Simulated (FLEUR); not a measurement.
# NaTiO2: which magnetic order is lowest, part 2 of 3

Aim: find out whether NaTiO2 carries moments, and which collinear order costs least.

FLEUR MaX-R8.1; LDA (VWN) with U = 2.4 eV on Ti d; all-electron FLAPW, Dirac cores, scalar-relativistic bands.

So far. Step 2 (Order 1, typed as ferro +): After 29 cycles the largest moment stands at 0.820 μB.

### Step 3. Run 2 (antiferro q=(0,1/2,1/2) +-)

Reversing part of the moments tests the sign of the couplings between them.

This order needs a doubled cell of 8 atoms. The mesh is halved along the doubled vector, so that both cells sample the same points. The k list default-1 (kpts.xml, not shown) is a Γ-centred 8×4×8 mesh.

inp.xml reads:

```
<?xml version="1.0" encoding="UTF-8" standalone="no"?>
<fleurInput fleurInputVersion="0.39">
   <comment>
      NaTiO2
   </comment>
   <calculationSetup>
      <cutoffs Kmax="4.35" Gmax="13.0" GmaxXC="13.0" numbands="0"/>
      <scfLoop itmax="130" minDistance="0.0001" maxIterBroyd="15" imix="Anderson" alpha="0.05" precondParam="0.0" spinf="2.0" sdNocoIR="T"/>
      <coreElectrons ctail="T" frcor="F" kcrel="0" coretail_lmax="0"/>
      <xcFunctional name="vwn" relativisticCorrections="F"/>
      <magnetism jspins="2"/>
      <soc l_soc="F" theta="0.0" phi="0.0" spav="F"/>
      <expertModes spex="0" secvar="F"/>
      <geometryOptimization l_f="F" forcealpha="1.0" forcemix="BFGS" epsdisp="0.00001" epsforce="0.00001"/>
      <ldaU l_linMix="F" mixParam="0.05" spinf="1.0"/>
   </calculationSetup>
   <cell>
      <bzIntegration valenceElectrons="66.0" mode="hist" fermiSmearingEnergy="0.00293995">
         <kPointListSelection listName="default-1"/>
         <xi:include xmlns:xi="http://www.w3.org/2001/XInclude" href="kpts.xml"> </xi:include>
      </bzIntegration>
      <xi:include xmlns:xi="http://www.w3.org/2001/XInclude" href="sym.xml"> </xi:include>
      <bulkLattice scale="1.0">
         <bravaisMatrix>
            <row-1>    2.8470452221828917     1.6437423253617418    10.2027173099788619</row-1>
            <row-2>   -5.6940904443657834     3.2874846507612783    20.4054346199955177</row-2>
            <row-3>   -2.8470452221639944    -1.6437423255318171    20.4054346199577239</row-3>
         </bravaisMatrix>
      </bulkLattice>
   </cell>
   <atomSpecies>
      <species name="Sodium (Na)" element="Na" atomicNumber="11">
         <mtSphere radius="2.8" gridPoints="925" logIncrement="0.012"/>
         <atomicCutoffs lmax="10" lnonsphr="8"/>
         <electronConfig flipSpins="F">
            <coreConfig>(1s1/2)</coreConfig>
            <valenceConfig>(2s1/2) (2p1/2) (2p3/2) (3s1/2)</valenceConfig>
            <stateOccupation state="(3s1/2)" spinUp="0.500000" spinDown="0.500000"/>
         </electronConfig>
         <energyParameters s="3" p="3" d="3" f="4"/>
         <lo type="SCLO" l="0" n="2" eDeriv="0"/>
         <lo type="SCLO" l="1" n="2" eDeriv="0"/>
      </species>
      <species name="Titanium (1.002" element="Ti" atomicNumber="22">
         <mtSphere radius="2.44" gridPoints="807" logIncrement="0.015"/>
         <atomicCutoffs lmax="10" lnonsphr="8"/>
         <electronConfig flipSpins="F">
            <coreConfig>(1s1/2) (2s1/2) (2p1/2) (2p3/2)</coreConfig>
            <valenceConfig>(3s1/2) (3p1/2) (3p3/2) (4s1/2) (3d3/2) (3d5/2)</valenceConfig>
            <stateOccupation state="(3d3/2)" spinUp="0.4" spinDown="0.4"/>
            <stateOccupation state="(3d5/2)" spinUp="1.101" spinDown="0.099"/>
         </electronConfig>
         <energyParameters s="4" p="4" d="3" f="4"/>
         <ldaU l="2" U="2.4" J="0.0" l_amf="F"/>
         <lo type="SCLO" l="0" n="3" eDeriv="0"/>
         <lo type="SCLO" l="1" n="3" eDeriv="0"/>
      </species>
      <species name="Titanium (-1.002" element="Ti" atomicNumber="22">
         <mtSphere radius="2.44" gridPoints="807" logIncrement="0.015"/>
         <atomicCutoffs lmax="10" lnonsphr="8"/>
         <electronConfig flipSpins="F">
            <coreConfig>(1s1/2) (2s1/2) (2p1/2) (2p3/2)</coreConfig>
            <valenceConfig>(3s1/2) (3p1/2) (3p3/2) (4s1/2) (3d3/2) (3d5/2)</valenceConfig>
            <stateOccupation state="(3d3/2)" spinUp="0.4" spinDown="0.4"/>
            <stateOccupation state="(3d5/2)" spinUp="0.099" spinDown="1.101"/>
         </electronConfig>
         <energyParameters s="4" p="4" d="3" f="4"/>
         <ldaU l="2" U="2.4" J="0.0" l_amf="F"/>
         <lo type="SCLO" l="0" n="3" eDeriv="0"/>
         <lo type="SCLO" l="1" n="3" eDeriv="0"/>
      </species>
      <species name="Oxygen (O)" element="O" atomicNumber="8">
         <mtSphere radius="1.38" gridPoints="457" logIncrement="0.023"/>
         <atomicCutoffs lmax="6" lnonsphr="4"/>
         <electronConfig flipSpins="F">
            <coreConfig>(1s1/2)</coreConfig>
            <valenceConfig>(2s1/2) (2p1/2) (2p3/2)</valenceConfig>
            <stateOccupation state="(2p1/2)" spinUp="0.666667" spinDown="0.666667"/>
            <stateOccupation state="(2p3/2)" spinUp="1.333333" spinDown="1.333333"/>
         </electronConfig>
         <energyParameters s="2" p="2" d="3" f="4"/>
      </species>
   </atomSpecies>
   <atomGroups>
      <atomGroup species="Sodium (Na)">
         <relPos label="                   1">.0000000000 .0000000000 .0000000000</relPos>
         <force calculate="T" relaxXYZ="TTT"/>
      </atomGroup>
      <atomGroup species="Sodium (Na)">
         <relPos label="                   2">.0000000000 1.000/2.000 .0000000000</relPos>
         <force calculate="T" relaxXYZ="TTT"/>
      </atomGroup>
      <atomGroup species="Titanium (1.002">
         <relPos label="                   3">1.000/2.000 .0000000000 1.000/2.000</relPos>
         <force calculate="T" relaxXYZ="TTT"/>
      </atomGroup>
      <atomGroup species="Titanium (-1.002">
         <relPos label="                   4">1.000/2.000 1.000/2.000 1.000/2.000</relPos>
         <force calculate="T" relaxXYZ="TTT"/>
      </atomGroup>
      <atomGroup species="Oxygen (O)">
         <relPos label="                   5">-.2361963900 .0000000000 -.2361963900</relPos>
         <relPos label="                   7">.2361963900 .0000000000 .2361963900</relPos>
         <force calculate="T" relaxXYZ="TTT"/>
      </atomGroup>
      <atomGroup species="Oxygen (O)">
         <relPos label="                   6">-.2361963900 1.000/2.000 -.2361963900</relPos>
         <relPos label="                   8">.2361963900 1.000/2.000 .2361963900</relPos>
         <force calculate="T" relaxXYZ="TTT"/>
      </atomGroup>
   </atomGroups>
   <output dos="F" band="F" slice="F">
      <bandDOS minEnergy="-.5*Htr" maxEnergy="0.5*Htr" sigma="0.015" storeEVData="T"/>
      <plotting iplot="0" polar="F">
         <plot TwoD="T" vec1="  1.0  0.0  0.0" vec2="  0.0  1.0  0.0" vec3="  0.0  0.0  1.0" zero="  0.0  0.0  0.0" file="plot"/>
      </plotting>
      <moessbauerParams electricFieldGradient="F" isomerShift="F" coreHyperfine="F" valenceHyperfine="F"/>
   </output>
</fleurInput>
```

crystal.txt reads:

```
NaTiO2
&input film=F cartesian=F /
1.50659145001  0.86983097919  5.39904548980
-3.01318290002  1.73966195840  10.79809097962
-1.50659145000  -0.86983097928  10.79809097960
1.8897261246
1.0 1.0 1.0

8
11 0.00000000000  0.00000000000  0.00000000000
11 0.00000000000  0.50000000000  0.00000000000
22 0.50000000000  0.00000000000  0.50000000000 : 1.002
22 0.50000000000  0.50000000000  0.50000000000 : -1.002
8 0.76380361000  0.00000000000  0.76380361000
8 0.76380361000  0.50000000000  0.76380361000
8 0.23619639000  0.00000000000  0.23619639000
8 0.23619639000  0.50000000000  0.23619639000

&kpt div1=8 div2=4 div3=8 gamma=T /
```

Command:

```bash
$ OMP_NUM_THREADS=1 inpgen -f crystal.txt > inpgen.log  # inp.xml is then edited as shown
$ OMP_NUM_THREADS=1 mpirun -n 4 fleur_MPI > fleur.log
```

Output:

```text
[banner, memory and clock lines left out]
Welcome to FLEUR        (www.flapw.de)
      MaX-Release 8.1          (www.max-centre.eu)

 ========== k-point set info ==========
 Selected k-point list: default-1
 k-point list type: mesh
 8 x 4 x 8
 Number of k points: 132

 [... set-up left out ...]
 no density matrix found ... skipping LDA+U
 Reset of history
 Iteration:     1   Distance:      26.39978048 me/bohr^3
 Iteration:     2   Distance:      23.36628101 me/bohr^3
 Iteration:     3   Distance:      19.63467473 me/bohr^3
 Iteration:     4   Distance:       9.02938855 me/bohr^3
 Iteration:     5   Distance:       9.04879347 me/bohr^3
 Iteration:     6   Distance:       2.58767005 me/bohr^3
 Iteration:     7   Distance:       1.39212883 me/bohr^3
 Iteration:     8   Distance:       1.11208129 me/bohr^3
[... lines left out ...]
 Iteration:    17   Distance:       0.04256305 me/bohr^3
 Iteration:    18   Distance:       0.03798462 me/bohr^3
 Iteration:    19   Distance:       0.04771905 me/bohr^3
 Iteration:    20   Distance:       0.02968492 me/bohr^3
 Iteration:    21   Distance:       0.05293279 me/bohr^3
 Iteration:    22   Distance:       0.03433346 me/bohr^3

--- out.xml (last complete iteration) ---
<iteration numberForCurrentRun="   22" overallNumber="   22">
         [... left out ...]
         <bandgap value="0.0071051618" units="eV"/>
         <sumValenceSingleParticleEnergies value="-21.8665790075" units="Htr"/>
         <FermiEnergy value="0.4753704077" units="Htr"/>
         [... left out ...]
         <magneticMomentsInMTSpheres units="muBohr">
            <globalMagMoment atomType="1" vec="0.00000   0.00000   0.00194"/>
            <globalMagMoment atomType="2" vec="0.00000   0.00000  -0.00194"/>
            <globalMagMoment atomType="3" vec="0.00000   0.00000   0.41195"/>
            <globalMagMoment atomType="4" vec="0.00000   0.00000  -0.41208"/>
            <globalMagMoment atomType="5" vec="0.00000   0.00000  -0.00455"/>
            <globalMagMoment atomType="6" vec="0.00000   0.00000   0.00455"/>
         </magneticMomentsInMTSpheres>
         [... left out ...]
         <totalEnergy value="    -2326.9941594720" units="Htr">
            <sumOfEigenvalues value="    -1290.7045547022">
               <coreElectrons value="-1268.8379756947"/>
               <valenceElectrons value="-21.8665790075"/>
            </sumOfEigenvalues>
         [... left out ...]
            <freeEnergy value="-2326.9966341199"/>
            <extrapolationTo0K value="-2326.9953967959"/>
         </totalEnergy>
         [... left out ...]
         <ldaUDensityMatrixConvergence>
            <distance spin="1" distance="0.003961"/>
            <distance spin="2" distance="0.003899"/>
         </ldaUDensityMatrixConvergence>
         <densityConvergence units="me/bohr^3">
            <chargeDensity spin="1" distance="0.0183551736"/>
            <chargeDensity spin="2" distance="0.0175676006"/>
            <overallChargeDensity distance="0.0343334565"/>
            <spinDensity distance="0.0105962138"/>
         </densityConvergence>
      </iteration>
```

Run time: 8.8 min. Hardware: 4 MPI ranks of Intel Xeon 6975P-C (Granite Rapids), shared host; peak memory 1.1 GiB.

The run was cut off at its time limit.

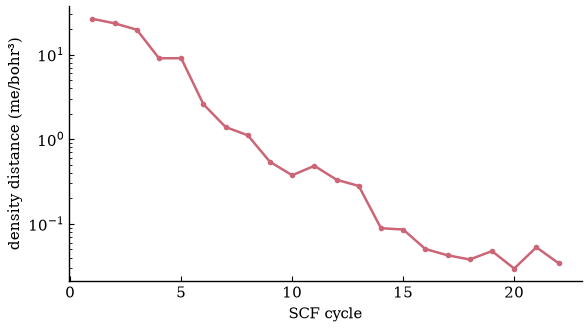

Distance of input and output densities by cycle.

After 22 cycles the density distance stands at 0.034 me/bohr³, above the threshold of 0.0001.

### Step 4. Run 3 (antiferro q=(1/2,1/2,1/2) +-)

Another pattern of signs weighs the neighbour shells otherwise.

The cell is doubled to 8 atoms to hold this order. The mesh is halved along the doubled vector, so that both cells sample the same points. The k list default-1 (kpts.xml, not shown) is a Γ-centred 4×8×8 mesh.

inp.xml: that of step 3 with these lines changed.

```diff
@@ -24,5 +24,5 @@
          <bravaisMatrix>
-            <row-1>    2.8470452221828917     1.6437423253617418    10.2027173099788619</row-1>
-            <row-2>   -5.6940904443657834     3.2874846507612783    20.4054346199955177</row-2>
-            <row-3>   -2.8470452221639944    -1.6437423255318171    20.4054346199577239</row-3>
+            <row-1>    5.6940904443657834     3.2874846507612783    20.4054346199766208</row-1>
+            <row-2>   -0.0000000000188973     3.2874846507612783    20.4054346199766208</row-2>
+            <row-3>    2.8470452221639944    -1.6437423255318171    20.4054346199577239</row-3>
          </bravaisMatrix>
@@ -85,7 +85,4 @@
       <atomGroup species="Sodium (Na)">
-         <relPos label="                   1">.0000000000 .0000000000 .0000000000</relPos>
-         <force calculate="T" relaxXYZ="TTT"/>
-      </atomGroup>
-      <atomGroup species="Sodium (Na)">
-         <relPos label="                   2">.0000000000 1.000/2.000 .0000000000</relPos>
+         <relPos label="                   1">-1.000/4.000 .0000000000 .0000000000</relPos>
+         <relPos label="                   2">1.000/4.000 .0000000000 .0000000000</relPos>
          <force calculate="T" relaxXYZ="TTT"/>
@@ -93,3 +90,3 @@
       <atomGroup species="Titanium (1.002">
-         <relPos label="                   3">1.000/2.000 .0000000000 1.000/2.000</relPos>
+         <relPos label="                   3">1.000/2.000 1.000/2.000 1.000/2.000</relPos>
          <force calculate="T" relaxXYZ="TTT"/>
@@ -97,3 +94,3 @@
       <atomGroup species="Titanium (-1.002">
-         <relPos label="                   4">1.000/2.000 1.000/2.000 1.000/2.000</relPos>
+         <relPos label="                   4">.0000000000 1.000/2.000 1.000/2.000</relPos>
          <force calculate="T" relaxXYZ="TTT"/>
@@ -101,4 +98,4 @@
       <atomGroup species="Oxygen (O)">
-         <relPos label="                   5">-.2361963900 .0000000000 -.2361963900</relPos>
-         <relPos label="                   7">.2361963900 .0000000000 .2361963900</relPos>
+         <relPos label="                   5">.3680981950 -.2361963900 -.2361963900</relPos>
+         <relPos label="                   7">-.3680981950 .2361963900 .2361963900</relPos>
          <force calculate="T" relaxXYZ="TTT"/>
@@ -106,4 +103,4 @@
       <atomGroup species="Oxygen (O)">
-         <relPos label="                   6">-.2361963900 1.000/2.000 -.2361963900</relPos>
-         <relPos label="                   8">.2361963900 1.000/2.000 .2361963900</relPos>
+         <relPos label="                   6">-.1319018050 -.2361963900 -.2361963900</relPos>
+         <relPos label="                   8">.1319018050 .2361963900 .2361963900</relPos>
          <force calculate="T" relaxXYZ="TTT"/>
```

crystal.txt reads:

```
NaTiO2
&input film=F cartesian=F /
3.01318290002  1.73966195840  10.79809097961
-0.00000000001  1.73966195840  10.79809097961
1.50659145000  -0.86983097928  10.79809097960
1.8897261246
1.0 1.0 1.0

8
11 0.00000000000  0.00000000000  0.00000000000
11 0.50000000000  0.00000000000  0.00000000000
22 0.75000000000  0.50000000000  0.50000000000 : 1.002
22 0.25000000000  0.50000000000  0.50000000000 : -1.002
8 0.61809819500  0.76380361000  0.76380361000
8 0.11809819500  0.76380361000  0.76380361000
8 0.88190180500  0.23619639000  0.23619639000
8 0.38190180500  0.23619639000  0.23619639000

&kpt div1=4 div2=8 div3=8 gamma=T /
```

Output:

```text
[banner, memory and clock lines left out]
Welcome to FLEUR        (www.flapw.de)
      MaX-Release 8.1          (www.max-centre.eu)

 ========== k-point set info ==========
 Selected k-point list: default-1
 k-point list type: mesh
 0 x 0 x 0
 Number of k points: 80

 [... set-up left out ...]
 no density matrix found ... skipping LDA+U
 Reset of history
 Iteration:     1   Distance:      26.38135040 me/bohr^3
 Iteration:     2   Distance:      23.34665738 me/bohr^3
 Iteration:     3   Distance:      19.61594692 me/bohr^3
 Iteration:     4   Distance:       9.30114236 me/bohr^3
[...]
[... left out ...]
            <freeEnergy value="-2326.9989654147"/>
            <extrapolationTo0K value="-2326.9980017414"/>
         </totalEnergy>
         [... left out ...]
         <ldaUDensityMatrixConvergence>
            <distance spin="1" distance="0.000142"/>
            <distance spin="2" distance="0.000088"/>
         </ldaUDensityMatrixConvergence>
         <densityConvergence units="me/bohr^3">
            <chargeDensity spin="1" distance="0.0009114634"/>
            <chargeDensity spin="2" distance="0.0006804498"/>
            <overallChargeDensity distance="0.0014766157"/>
            <spinDensity distance="0.0006380920"/>
         </densityConvergence>
      </iteration>
```

Run time: 8.3 min. Hardware: 4 MPI ranks; peak memory 1 GiB.

The run was cut off at its time limit.

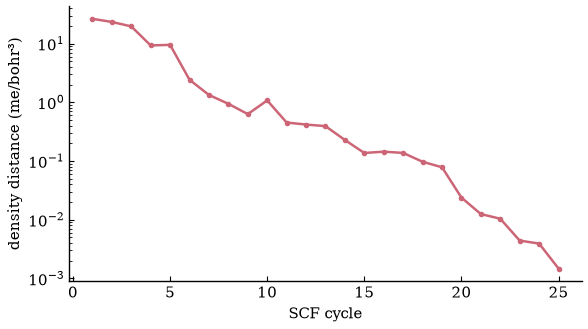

Distance of input and output densities by cycle.

After 25 cycles the density distance stands at 0.0015 me/bohr³, still falling.

### Step 5. Order 4, typed as antiferro q=(0,0,1/2) +-

Another pattern of signs weighs the neighbour shells otherwise.

The cell is doubled to 8 atoms to hold this order. The mesh is halved along the doubled vector, so that both cells sample the same points. The k list default-1 (kpts.xml, not shown) is a Γ-centred 8×8×4 mesh.

inp.xml: that of step 4 with these lines changed.

```diff
@@ -24,5 +24,5 @@
          <bravaisMatrix>
-            <row-1>    5.6940904443657834     3.2874846507612783    20.4054346199766208</row-1>
-            <row-2>   -0.0000000000188973     3.2874846507612783    20.4054346199766208</row-2>
-            <row-3>    2.8470452221639944    -1.6437423255318171    20.4054346199577239</row-3>
+            <row-1>    2.8470452221639944     1.6437423253806391    10.2027173099788619</row-1>
+            <row-2>   -2.8470452221639944     1.6437423253806391    10.2027173099788619</row-2>
+            <row-3>    0.0000000000000000    -6.5749693019005013    20.4054346199577239</row-3>
          </bravaisMatrix>
@@ -85,4 +85,4 @@
       <atomGroup species="Sodium (Na)">
-         <relPos label="                   1">-1.000/4.000 .0000000000 .0000000000</relPos>
-         <relPos label="                   2">1.000/4.000 .0000000000 .0000000000</relPos>
+         <relPos label="                   1">.0000000000 .0000000000 -1.000/4.000</relPos>
+         <relPos label="                   2">.0000000000 .0000000000 1.000/4.000</relPos>
          <force calculate="T" relaxXYZ="TTT"/>
@@ -90,3 +90,3 @@
       <atomGroup species="Titanium (1.002">
-         <relPos label="                   3">1.000/2.000 1.000/2.000 1.000/2.000</relPos>
+         <relPos label="                   3">1.000/2.000 1.000/2.000 .0000000000</relPos>
          <force calculate="T" relaxXYZ="TTT"/>
@@ -94,3 +94,3 @@
       <atomGroup species="Titanium (-1.002">
-         <relPos label="                   4">.0000000000 1.000/2.000 1.000/2.000</relPos>
+         <relPos label="                   4">1.000/2.000 1.000/2.000 1.000/2.000</relPos>
          <force calculate="T" relaxXYZ="TTT"/>
@@ -98,4 +98,4 @@
       <atomGroup species="Oxygen (O)">
-         <relPos label="                   5">.3680981950 -.2361963900 -.2361963900</relPos>
-         <relPos label="                   7">-.3680981950 .2361963900 .2361963900</relPos>
+         <relPos label="                   5">-.2361963900 -.2361963900 .1319018050</relPos>
+         <relPos label="                   7">.2361963900 .2361963900 -.1319018050</relPos>
          <force calculate="T" relaxXYZ="TTT"/>
@@ -103,4 +103,4 @@
       <atomGroup species="Oxygen (O)">
-         <relPos label="                   6">-.1319018050 -.2361963900 -.2361963900</relPos>
-         <relPos label="                   8">.1319018050 .2361963900 .2361963900</relPos>
+         <relPos label="                   6">-.2361963900 -.2361963900 -.3680981950</relPos>
+         <relPos label="                   8">.2361963900 .2361963900 .3680981950</relPos>
          <force calculate="T" relaxXYZ="TTT"/>
```

crystal.txt reads:

```
NaTiO2
&input film=F cartesian=F /
1.50659145000  0.86983097920  5.39904548980
-1.50659145000  0.86983097920  5.39904548980
0.00000000000  -3.47932391700  10.79809097960
1.8897261246
1.0 1.0 1.0

8
11 0.00000000000  0.00000000000  0.00000000000
11 0.00000000000  0.00000000000  0.50000000000
22 0.50000000000  0.50000000000  0.25000000000 : 1.002
22 0.50000000000  0.50000000000  0.75000000000 : -1.002
8 0.76380361000  0.76380361000  0.38190180500
8 0.76380361000  0.76380361000  0.88190180500
8 0.23619639000  0.23619639000  0.11809819500
8 0.23619639000  0.23619639000  0.61809819500

&kpt div1=8 div2=8 div3=4 gamma=T /
```

Output:

```text
[banner, memory and clock lines left out]
Welcome to FLEUR        (www.flapw.de)
      MaX-Release 8.1          (www.max-centre.eu)

 ========== k-point set info ==========
 Selected k-point list: default-1
 k-point list type: mesh
 0 x 0 x 0
 Number of k points: 80

 [... set-up left out ...]
 no density matrix found ... skipping LDA+U
 Reset of history
 Iteration:     1   Distance:      26.40002818 me/bohr^3
 Iteration:     2   Distance:      23.36651986 me/bohr^3
 Iteration:     3   Distance:      19.63486472 me/bohr^3
 Iteration:     4   Distance:       9.02949809 me/bohr^3
[...]
[... left out ...]
            <freeEnergy value="-2326.9966115282"/>
            <extrapolationTo0K value="-2326.9953663213"/>
         </totalEnergy>
         [... left out ...]
         <ldaUDensityMatrixConvergence>
            <distance spin="1" distance="0.000011"/>
            <distance spin="2" distance="0.000011"/>
         </ldaUDensityMatrixConvergence>
         <densityConvergence units="me/bohr^3">
            <chargeDensity spin="1" distance="0.0000469956"/>
            <chargeDensity spin="2" distance="0.0000471696"/>
            <overallChargeDensity distance="0.0000828772"/>
            <spinDensity distance="0.0000447044"/>
         </densityConvergence>
      </iteration>
```

Run time: 6.5 min. Hardware: 4 MPI ranks; peak memory 0.8 GiB.

Read from the output:

```yaml
free_energy: -63320.8036 eV
program_s_band_gap_on_this_mesh_in_a_metal_only_a_level_spacing: 0.01686 eV
magnetization: 0 μB
final_state: antiferromagnetic
largest_moment: 0.4093 μB
```

It lies 30.5 meV a seeded atom over the first start, and its largest moment is 0.409 μB against 0.820 μB.

(Continued in part 3 of 3.)

[Logs and program files are shortened in this print: banners, set-up blocks, solver, clock and traceback lines can be left out without a mark of their own.]

[Logs are printed without paths, hosts, clocks, repeated set-up lines and the standing remarks that a program may print on its own settings, such as how far it seeks lower states.]

[Hosts, paths, dates, database ids (printed as entryN), source tags and the programs' standing remarks are cut or masked in the printed files.]

[Where a cell is said to come from a database of computed structures, the database is the Materials Project.]
